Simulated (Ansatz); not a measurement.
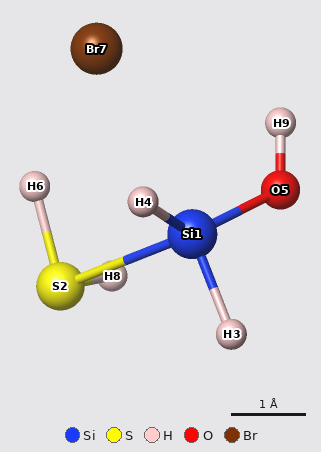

This is the input geometry for a constrained relaxation of SiH$_{5}$SOBr. The picture is a ball-and-stick view, seen at a tilt.

The reaction that was planned forms Si1–Br7, S2–H6 and breaks Si1–S2, H6–Br7 (atoms numbered from 1 in input order).

Level of theory: RKS PBE0-D4/def2-SVP in Ansatz.

The input:
```yaml
crystal:
  periodic: [false, false, false]
  atoms:
    - {symbol: Si, position_ang: [-0.266800, -0.866800, -0.290300]}
    - {symbol: S, position_ang: [0.484100, 0.118000, 1.743400]}
    - {symbol: H, position_ang: [-1.227400, -1.727300, 0.392800]}
    - {symbol: H, position_ang: [0.879100, -1.607300, -0.755200]}
    - {symbol: O, position_ang: [-1.325900, 0.099300, -1.004500]}
    - {symbol: H, position_ang: [1.329200, 0.862100, 0.922700]}
    - {symbol: Br, position_ang: [1.609400, 1.196100, -1.178800]}
    - {symbol: H, position_ang: [-0.424200, 1.088500, 1.728300]}
    - {symbol: H, position_ang: [-1.057300, 0.837400, -1.558400]}
basis:
  gaussian: {orbitals: def2-SVP}
hamiltonian: {xc: pbe0, dispersion: d4}
relax: {f_tol: 0.04, max_steps: 150, escape_saddle: false, constraints: [{distance: [0, 6]}, {distance: [1, 5]}, {distance: [0, 1]}, {distance: [5, 6]}]}
```

Run as
```bash
ansatz run in.yaml --threads 8 --pin off --events-out ev --progress --plain --max-ram 19148MiB
```

**What does the optimiser find from here?**

H9 moves most after the best rigid fit: 0.28 Å. By element the largest moves are H 0.28 Å, Br 0.14 Å, O 0.08 Å, S 0.06 Å, Si 0.06 Å. Among the contacts that change: Br7–H9 2.717 → 2.324 Å, Si1–O5 1.602 → 1.638 Å, Si1–H4 1.441 → 1.477 Å, Si1–H3 1.459 → 1.489 Å. Among the angles between lasting bonds that change: Si1–O5–H9 122.4° → 108.6°, H3–Si1–O5 97.4° → 103.0°, H4–Si1–O5 133.8° → 128.3°. The energy falls by 16.4 kJ/mol in 6 geometry steps. The largest force component goes from 1.1 to 0.036 eV/Å.

Step by step:

| step | E − E(0), kJ/mol | largest force component, eV/Å |
| --- | --- | --- |
| 0 | 0.00 | 1.1412 |
| 1 | -3.03 | 1.0055 |
| 2 | -10.95 | 0.7174 |
| 3 | -13.05 | 0.4980 |
| 4 | -15.66 | 0.1718 |
| 5 | -16.21 | 0.1265 |
| 6 | -16.36 | 0.0364 |

Final geometry:

```xyz
9

Si   -0.3114   -0.8546   -0.2544
S     0.5464    0.1234    1.7399
H    -1.2501   -1.7634    0.4606
H     0.8350   -1.6247   -0.7780
O    -1.3173    0.1490   -1.0684
H     1.2583    0.9296    0.8540
Br    1.4968    1.2154   -1.2597
H    -0.4795    1.0020    1.8367
H    -0.7779    0.8232   -1.5308
```

After the run, drawn alike:

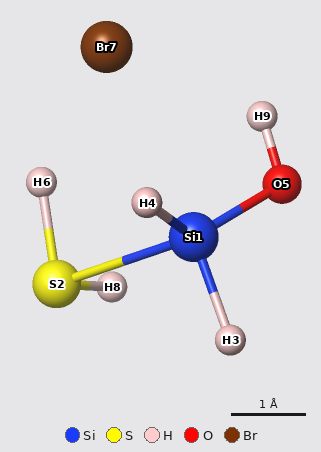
